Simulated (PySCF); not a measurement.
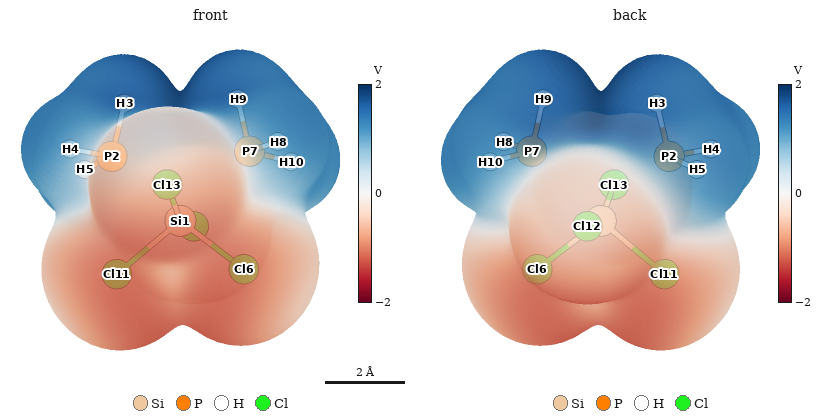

Figure. Cl4Si···PH3···PH3 (cis-Si(PH3)2Cl4). The molecular electrostatic potential painted on the density surface at 0.002 e/bohr³, seen from the front and from behind; red is negative and blue positive.

Geometry: PBE0-D3(BJ)/def2-SVP.

Theory: PySCF, PBE0/pcSseg-1, SCF density, gas phase, non-relativistic.

Input file:

```
{"job": {"kind": "nmr", "xc": "PBE0", "basis": "pcSseg-1"}, "charge": 0, "multiplicity": 1}
Si    -0.801169     0.018819    -0.809715
P     -0.831784    -0.024334     1.686867
H      0.367114    -0.060846     2.450962
H     -1.517988    -1.117931     2.266157
H     -1.477602     1.072250     2.306047
Cl    -0.562384     0.051187    -2.910110
P      1.705601    -0.004612    -0.797168
H      2.297098    -1.089838    -1.486335
H      2.461548    -0.047521     0.407297
H      2.328103     1.099162    -1.427588
Cl    -2.905621     0.028624    -0.620761
Cl    -0.501915     2.147175    -0.488607
Cl    -0.530373    -2.124244    -0.554846
```

Launched as:

```sh
OMP_NUM_THREADS=1 python probes_run.py task.json out
```

Where is the surface potential most negative and most positive?

The most negative region (about −1.2 V) lies over Cl6, Cl11, Cl12 and Cl13, the most positive (about +1.9 V) over P2, H3, P7 and H9.

How polar is the complex by this calculation?

Its dipole moment is 7.20 D.
